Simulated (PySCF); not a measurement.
SMILES O[Si](O)(O)S[SiH3], PBE0/def2-SVP optimised geometry. Atoms within 1.6 Å of the plane z = 0.0 Å (x, y, z in Å): Si1 (-0.54, 0.99, 0.00), O5 (0.22, -1.94, -0.31), H7 (0.96, 0.99, 0.00), H8 (-1.03, 2.40, 0.00), H9 (-1.06, 0.29, 1.21), H11 (1.06, -2.40, -0.20).

Computed with PBE0/def2-TZVP run with PySCF 2.14.0. Cells within 0.4 Å of a nucleus heavier than hydrogen are left out (blank, or x).

Map of the deformation density (molecule minus spherical neutral atoms) (e/bohr³) on the plane z = 0.0 Å:

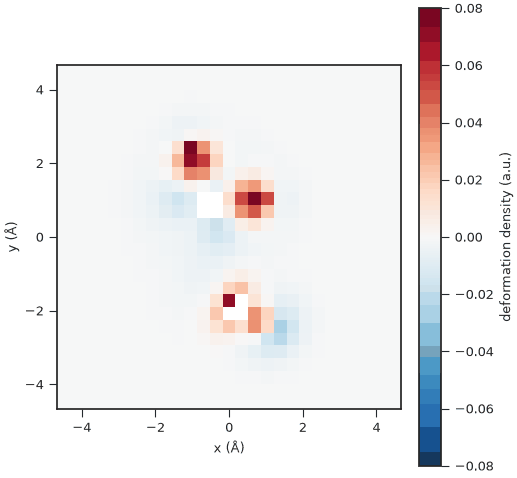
Fig. 1. Deformation density (molecule minus spherical neutral atoms) (e/bohr³) on the plane z = 0.0 Å.
